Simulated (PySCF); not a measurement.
Vertical excitations of a molecule C4H9FSi from TDA-PBE0/def2-SVPD run with PySCF, as energy in eV (oscillator strength): 7.28 (0.010), 7.41 (0.013), 7.45 (0.019), 7.61 (0.012), 7.80 (0.010), 7.87 (0.009), 8.02 (0.066), 8.09 (0.136), 8.23 (0.023), 8.40 (0.002). Lowest triplet (TDA): 6.91 eV. Geometry optimised at PBE-D3(BJ)/def2-SVP. The values are those of a single conformer.

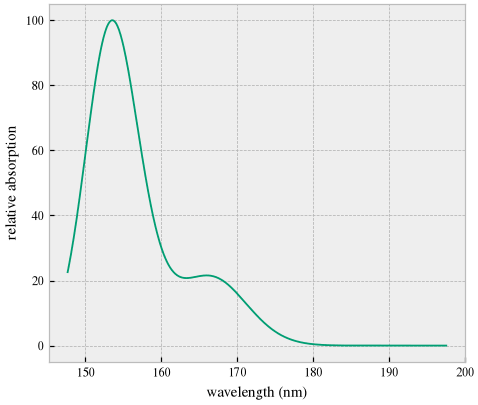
The lines broadened by 0.4 eV.

Problem. Which structure fits?
A. C[SiH2]/C(C)=C/F
B. FC1([SiH3])CCC1
C. C[C@H]1C[C@@]1(F)[SiH3]
D. CC/C([SiH3])=C/F

Solution. C, C[C@H]1C[C@@]1(F)[SiH3]
